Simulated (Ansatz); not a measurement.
## Electronic structure of C₃H₆Si (SMILES CC1=C[SiH2]1) in real space

The calculation's input:

```
crystal:
  periodic: [false, false, false]
  atoms:
    - { symbol: C, position_ang: [-0.82674, 0.85646, -1.05464] }
    - { symbol: C, position_ang: [-0.09986, 0.00126, -0.08709] }
    - { symbol: C, position_ang: [-0.15494, -1.25958, 0.36407] }
    - { symbol: Si, position_ang: [1.22315, -0.32237, 1.18683] }
    - { symbol: H, position_ang: [-0.77037, 0.4205, -2.05271] }
    - { symbol: H, position_ang: [-1.87973, 0.92052, -0.77791] }
    - { symbol: H, position_ang: [-0.41267, 1.86263, -1.08901] }
    - { symbol: H, position_ang: [-0.76421, -2.12712, 0.18057] }
    - { symbol: H, position_ang: [1.07829, 0.17434, 2.54798] }
    - { symbol: H, position_ang: [2.60708, -0.52664, 0.7819] }
basis:
  gaussian: { orbitals: def2-SVP }
hamiltonian:
  xc: b3lyp
relax:
  f_tol: 0.015
  max_steps: 40
output:
  orbitals: {}
```

Launched as:

```sh
ansatz run input.yaml --threads 1 --pin off --max-ram 2048MiB --backend cpu --events-out ev --progress --plain --runs-dir out
```

The fields are those of the relaxed geometry.

The calculation used RKS B3LYP/def2-SVP in Ansatz 0.2.0.

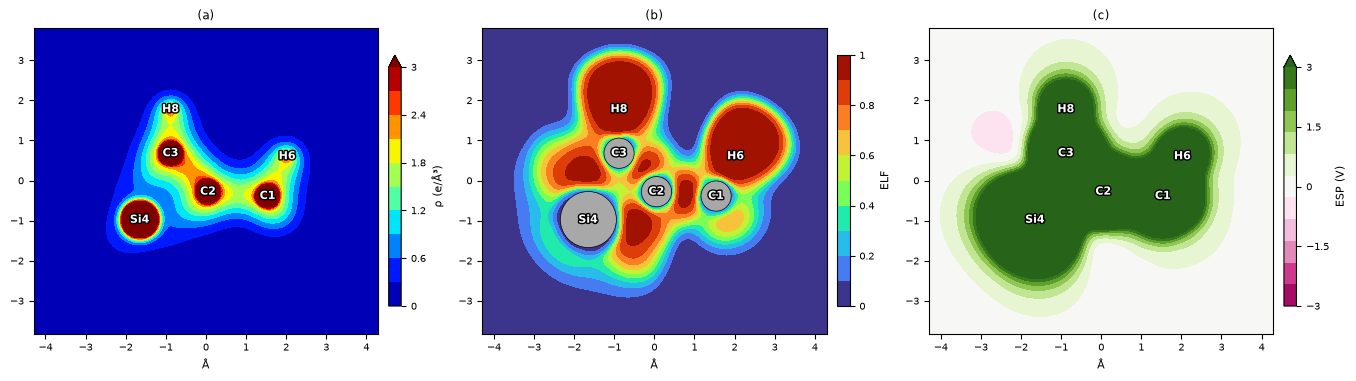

Figure 1. (a) electron density; (b) electron localisation function; (c) molecular electrostatic potential on the plane of atoms C1, C2 and C3. Grey discs cover the atomic cores in the ELF map.

> What do the fields say about this system?

- The section cuts through C, Si and H sites.
- C–C (1.34 Å): the density is about 2.2 e/Å³ at the midpoint; the ELF peaks at about 0.90 between the atoms (a multiple bond).
- C–Si (1.82 Å): ρ at the midpoint is about 0.87 e/Å³; the ELF peaks at about 0.80 between the atoms, as expected for a covalent bond.
- C–H (1.09 Å): ρ at the midpoint is about 1.9 e/Å³; the ELF climbs to about 1 towards the hydrogen, as it does in any bond to H; a covalent bond by its length.
- C–C (1.49 Å): ρ is about 1.7 e/Å³ halfway; the ELF peaks at about 0.95 between the atoms; localised, covalent bonding.
- Outside the dense part of the molecule the potential is most negative (−0.5 V) near C3.

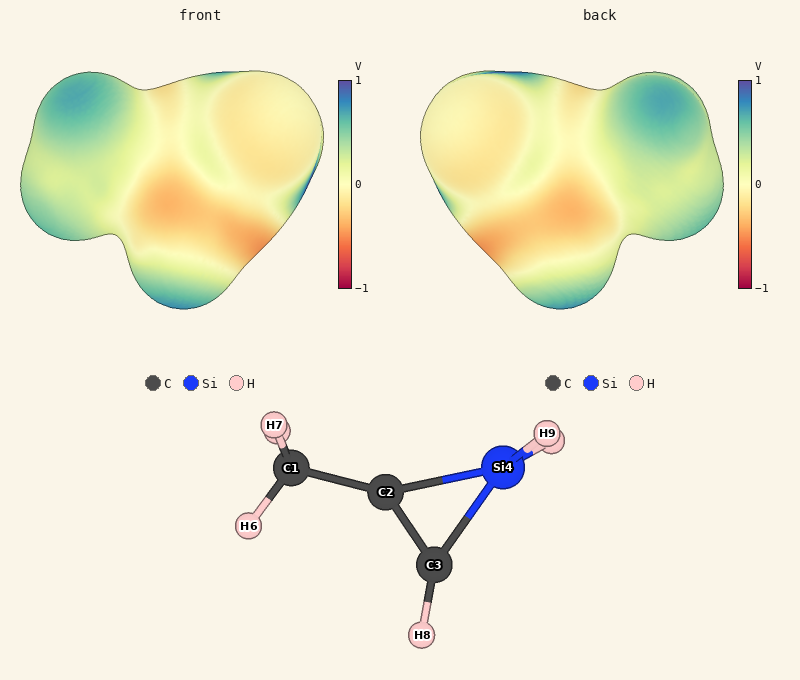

Figure 2. The electrostatic potential painted on the density surface at 0.002 e/bohr³, seen from the front and from behind; the colour scale runs from red (negative) to blue (positive). The bare structure is drawn below in the same view.

> Which sites attract a positive test charge, and which a negative one?

A positive charge is drawn to the negative regions and a negative charge to the positive ones. The most negative region (about −0.4 V) lies over C3, the most positive (about +0.9 V) over Si4.

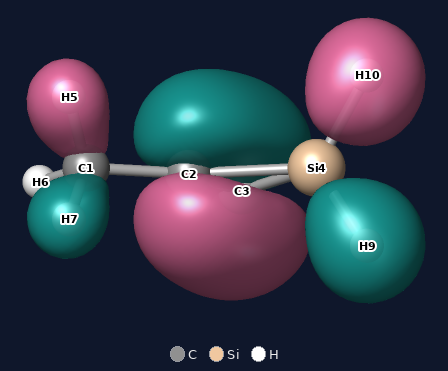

Figure 3. The HOMO−1 at ±0.1 Å⁻³ᐟ² (teal and pink are the two phases), seen from one side.

> Where does this orbital lie, and at what energy?

It lies mainly on C3 (about 35 %), C2 (about 25 %), Si4 (about 15 %), H9 (about 10 %) and H10 (about 10 %). Its energy is −7.42 eV.
